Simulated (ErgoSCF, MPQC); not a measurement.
# H2NO (SMILES N[O]), step by step

We compute a series of 9 runs (UHF/STO-3G, UHF/3-21G, UHF/6-31G, UHF/6-31G*, UHF/6-31G**, UHF/6-311G**, UBP86/6-31G*) of H2NO. 

Program for the calculation: MPQC 2.3.1, ErgoSCF 3.8.

## (1) The system as given

H2NO: 4 atoms, total charge 0, spin state doublet. SMILES: `N[O]`. The coordinates come from a GFN2-xTB relaxation. The run starts from this shape.

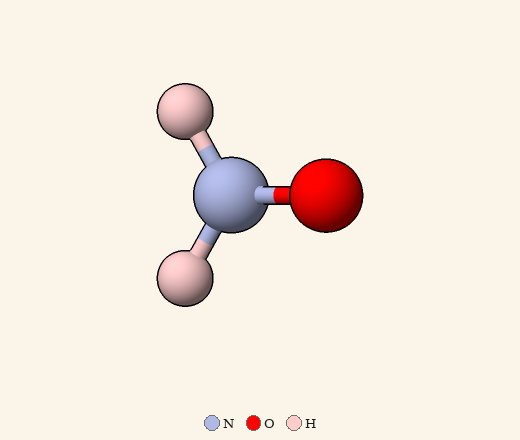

The structure, seen from a chosen angle (nitrogen light blue, oxygen red, hydrogen pink).

## (2) A geometry optimisation at UHF/STO-3G (hessian update BFGS) (run 1)

Input file job.in:

```
% H2NO
molecule<Molecule>: (
   symmetry = c1
   unit = angstrom
   { atoms geometry } = {
      N  [ -0.015110 0.041110 -0.107550 ]
      O  [ 0.804330 0.357230 0.819800 ]
      H  [ -0.968410 0.390510 -0.050090 ]
      H  [ 0.179190 -0.788850 -0.662160 ]
   }
)
basis<GaussianBasisSet>: (
   name = "STO-3G"
   molecule = $:molecule
   basisdir = "."
   puream = yes
)
mpqc: (
   checkpoint = no
   savestate = no
   restart = no
   do_energy = yes
   do_gradient = no
   optimize = yes
   coor<SymmMolecularCoor>: (
      molecule = $:molecule
      generator<IntCoorGen>: ( molecule = $:molecule )
   )
   mole<UHF>: (
      molecule = $:molecule
      basis = $:basis
      total_charge = 0
      multiplicity = 2
      memory = 1000000000
      print_evals = yes
      print_npa = yes
      maxiter = 70
      guess_wavefunction<UHF>: (
         molecule = $:molecule
         total_charge = 0
         multiplicity = 2
         memory = 1000000000
         value_accuracy = 1e-3
         basis<GaussianBasisSet>: (
            name = "STO-3G"
            molecule = $:molecule
         )
      )
      coor = $..:coor
   )
   opt<QNewtonOpt>: (
      function = $..:mole
      max_iterations = 40
      update<BFGSUpdate>: ()
      convergence<MolEnergyConvergence>: (
         cartesian = yes
         energy = $..:..:mole
      )
   )
)
```

The basis set STO-3G is read from a file made from the Basis Set Exchange's data (not shown).

Command:

```bash
mpqc job.in > job.out
```

The log of the run:

```text
MPQC: Massively Parallel Quantum Chemistry
                                   Version 2.3.1

  Using IntegralV3 by default for molecular integrals evaluation

  IntCoorGen: generated 9 coordinates.
  Forming optimization coordinates:
    SymmMolecularCoor::form_variable_coordinates()
      expected 6 coordinates
      found 4 variable coordinates
      found 0 constant coordinates

[... 1 line left out ...]

      alpha = [ 9 ]
      beta  = [ 8 ]

  USCF::init: total charge = 0

  alpha = [ 9 ]
  beta  = [ 8 ]

  Molecular formula H2NO

[... 67 lines left out ...]
  iter    20 energy = -128.6744346136 delta = 4.40256e-06
[... 111 lines left out ...]
  iter     9 energy = -128.6839052645 delta = 3.98381e-05
[... 114 lines left out ...]
  iter     2 energy = -128.6876620177 delta = 2.54719e-03
[... 72 lines left out ...]
  total scf energy = -128.6880945398
[... 64 lines left out ...]
  iter    25 energy = -128.6881950794 delta = 6.21527e-07
[... 125 lines left out ...]
  nuclear repulsion energy =   33.1414708129
[... 49 lines left out ...]
  Value of the MolecularEnergy: -128.6882017222
[... 66 lines left out ...]
  SCF Parameters:
    maxiter = 70
    density_reset_frequency = 10
    level_shift = 0.250000

  UnrestrictedSCF Parameters:
    charge = 0
    nalpha = 9
    nbeta = 8
    alpha = [ 9 ]
    beta  = [ 8 ]

                               CPU Wall
mpqc:                         0.29 0.29
  NAO:                        0.00 0.00
  calc:                       0.28 0.28
    compute gradient:         0.12 0.12
      nuc rep:                0.00 0.00
      one electron gradient:  0.01 0.01
      overlap gradient:       0.00 0.00
      two electron gradient:  0.11 0.11
    vector:                   0.15 0.15
      density:                0.01 0.01
      evals:                  0.01 0.01
[... 7 lines of this table left out ...]
  input:                      0.01 0.01
```

Run time: 0.34 s. Hardware: 1 thread of Arm Neoverse V1, shared host; peak memory 0.08 GiB.

Steps, from the record of the run:

```tsv
step	energy from the first frame kept (eV)	largest force (eV/Å)
0	0.0000	5.3608
1	-0.1512	2.3699
2	-0.2588	1.2246
3	-0.3366	1.8327
4	-0.3615	0.8545
5	-0.3720	0.1933
6	-0.3747	0.0669
7	-0.3749	0.0073
8	-0.3749	0.0045
```

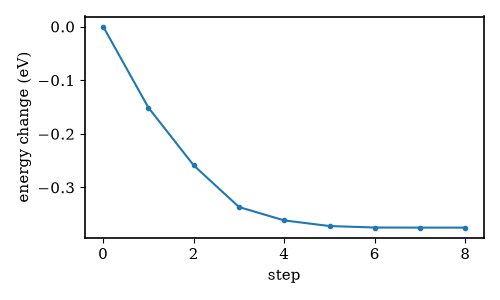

Energy along the run.

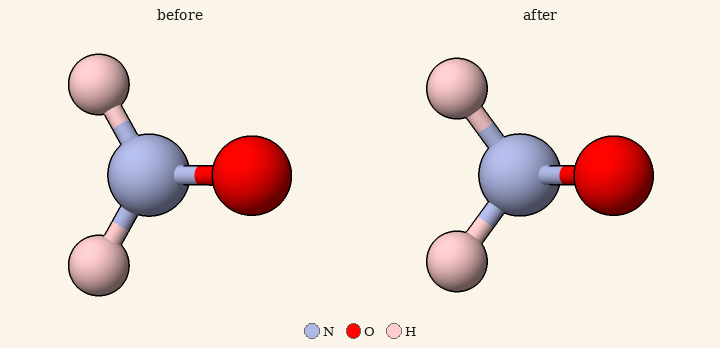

Before and after, at one scale.

After the run. Bond lengths: N1–O2 1.382 Å, N1–H3 1.039 Å, N1–H4 1.039 Å. Angles: O2–N1–H3 109.6°, O2–N1–H4 109.6°, H3–N1–H4 107.5°.

## (3) A structure relaxation at UHF/3-21G (hessian update BFGS) (run 2)

job.in: that of step 2 with these lines changed.

```diff
@@ -12,3 +12,3 @@
 basis<GaussianBasisSet>: (
-   name = "STO-3G"
+   name = "3-21G"
    molecule = $:molecule
```

The basis set 3-21G is read from a file made from the Basis Set Exchange's data (not shown).

Command:

```bash
mpqc job.in > job.out
```

The log of the run:

```text
MPQC: Massively Parallel Quantum Chemistry
                                   Version 2.3.1

  Using IntegralV3 by default for molecular integrals evaluation

  IntCoorGen: generated 9 coordinates.
  Forming optimization coordinates:
    SymmMolecularCoor::form_variable_coordinates()
      expected 6 coordinates
      found 4 variable coordinates
      found 0 constant coordinates

[... 1 line left out ...]

      alpha = [ 9 ]
      beta  = [ 8 ]

  USCF::init: total charge = 0

  alpha = [ 9 ]
  beta  = [ 8 ]

  Molecular formula H2NO

[... 127 lines left out ...]
  iter     8 energy = -129.6665301212 delta = 2.54470e-04
[... 114 lines left out ...]
  iter     6 energy = -129.6668280884 delta = 7.46847e-05
[... 71 lines left out ...]
  iter    12 energy = -129.6668723907 delta = 2.17893e-06
[... 72 lines left out ...]
  iter    17 energy = -129.6669399476 delta = 7.05850e-07
[... 115 lines left out ...]
  iter     4 energy = -129.6669986484 delta = 1.31028e-04
[... 71 lines left out ...]
  iter    10 energy = -129.6669992633 delta = 1.81617e-06
[... 89 lines left out ...]
  Value of the MolecularEnergy: -129.6669995073
[... 66 lines left out ...]
  SCF Parameters:
    maxiter = 70
    density_reset_frequency = 10
    level_shift = 0.250000

  UnrestrictedSCF Parameters:
    charge = 0
    nalpha = 9
    nbeta = 8
    alpha = [ 9 ]
    beta  = [ 8 ]

                               CPU Wall
mpqc:                         0.88 0.88
  NAO:                        0.00 0.00
  calc:                       0.87 0.87
    compute gradient:         0.19 0.19
      nuc rep:                0.00 0.00
      one electron gradient:  0.01 0.01
      overlap gradient:       0.01 0.01
      two electron gradient:  0.17 0.17
    vector:                   0.67 0.67
      density:                0.01 0.01
      evals:                  0.03 0.03
[... 7 lines of this table left out ...]
  input:                      0.01 0.01
```

Wall time 0.95 s (1 thread of Arm Neoverse V1, shared host); peak memory 0.08 GiB.

Step by step:

```tsv
step	energy from the first frame kept (eV)	largest force (eV/Å)
0	0.0000	4.1806
1	-0.1273	0.3734
2	-0.1335	0.2738
3	-0.1361	0.1780
4	-0.1374	0.0966
5	-0.1392	0.1865
6	-0.1403	0.1776
7	-0.1408	0.0731
8	-0.1408	0.0140
9	-0.1408	0.0004
```

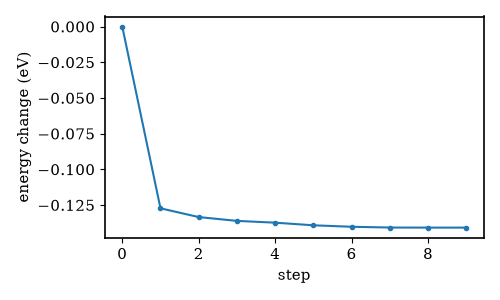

Energy along the run.

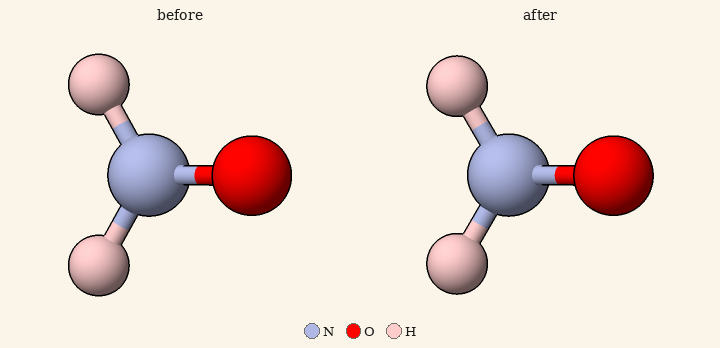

Before and after, at one scale.

After the run. Bond lengths: N1–O2 1.360 Å, N1–H3 0.998 Å, N1–H4 0.998 Å. Angles: O2–N1–H3 115.2°, O2–N1–H4 115.2°, H3–N1–H4 119.2°.

Runs 3 to 8 aren't shown in full; the table further down has their settings and results.

## (4) A single-point energy at UBP86/6-31G(d) (spherical functions, sparse threshold 1e-10) (run 9)

Input file input.ego:

```
set_nthreads("env")
scf.output_mulliken_pop = 1
tmpdir = "."
scf.max_number_of_iterations = 70
spin_polarization = 1
basis = "6-31G*"
mat.sparse_threshold = 1e-10
scf.convergence_threshold = 1e-06
molecule_inline Angstrom
N     -0.015110     0.041110    -0.107550
O      0.804330     0.357230     0.819800
H     -0.968410     0.390510    -0.050090
H      0.179190    -0.788850    -0.662160
EOF
run "BP86"
```

The basis set 6-31G* is read from a file made from the Basis Set Exchange's data (not shown).

Command:

```bash
ergo input.ego
```

The log of the run:

```text
INMA ERGO version 3.8
[... 74 lines left out ...]
INSC nuclearEnergy, energy_2el, energy = 35.074734, 90.994673, -129.982643
[... 67 lines left out ...]
INDE PURIFICATION CONVERGED after 30 iterations
[... 72 lines left out ...]
INDE PURIFICATION CONVERGED after 30 iterations
[... 66 lines left out ...]
INSC nuclearEnergy, energy_2el, energy = 35.074734, 82.302756, -131.084703
[... 67 lines left out ...]
INDE PURIFICATION CONVERGED after 32 iterations
[... 72 lines left out ...]
INDE PURIFICATION CONVERGED after 30 iterations
[... 47 lines left out ...]
INSC SCF: dipole_moment_z [atomic units] =      -0.70617047
[... 10 lines left out ...]
INSC Sum of Mulliken atomic spin densities:       1.0000000
```

Run time: 4.8 s. Hardware: 1 thread of Arm Neoverse V1, shared host; peak memory 0.26 GiB.

## (5) The series

```tsv
run	level	task	starting guess	symmetry	energy (Eh)	⟨S²⟩	wall time
1	UHF/STO-3G (hessian update BFGS)	optimise	STO-3G	c1	-128.688202	0.754	0.34 s
2	UHF/3-21G (hessian update BFGS)	optimise	STO-3G	c1	-129.667000	0.755	0.95 s
3	UHF/6-31G (hessian update BFGS)	optimise	STO-3G	c1	-130.341971	0.759	1.7 s
4	UHF/6-31G* (spherical functions, hessian update BFGS)	optimise	STO-3G	c1	-130.388382	0.761	3.6 s
5	UHF/6-31G** (spherical functions, hessian update BFGS)	optimise	STO-3G	c1	-130.396468	0.762	6.9 s
6	UHF/6-311G** (hessian update BFGS)	optimise	STO-3G	c1	-130.432980	0.762	25 s
7	UBP86/6-31G* (spherical functions, sparse threshold 1e-06)	energy	–	–	-131.084703	0.752	4.8 s
8	UBP86/6-31G* (spherical functions, sparse threshold 1e-08)	energy	–	–	-131.084703	0.752	4.8 s
9	UBP86/6-31G* (spherical functions, sparse threshold 1e-10)	energy	–	–	-131.084703	0.752	4.8 s
```

## (6) Summary of results

| quantity | value |
| --- | --- |
| run 9, UBP86/6-31G*: total energy | -131.08470 Eh |
| run 9, UBP86/6-31G*: dipole moment | 2.97 D |
| run 9, UBP86/6-31G*: ⟨S²⟩ | 0.752 |

All runs together took 53 s, the longest 25 s.
